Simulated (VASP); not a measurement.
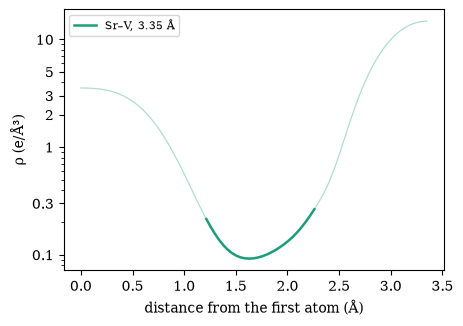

Figure 1: SrV. Valence electron density along straight lines between neighbouring atoms. Thin, pale parts lie inside the atomic spheres.

Space group Fm-3m; a generated structure, not necessarily the stable one; spin-polarised.

All numbers below come from Kohn-Sham DFT of a periodic cell, PBE, VASP PAW PBE potentials, recommended in VASP 6.6.1.

In a PAW calculation such maps are meaningful between the atoms, not at the nuclei.

What can be read from the curves?

Sr–V (3.35 Å): the density is about 0.09 e/Å³ at the midpoint.
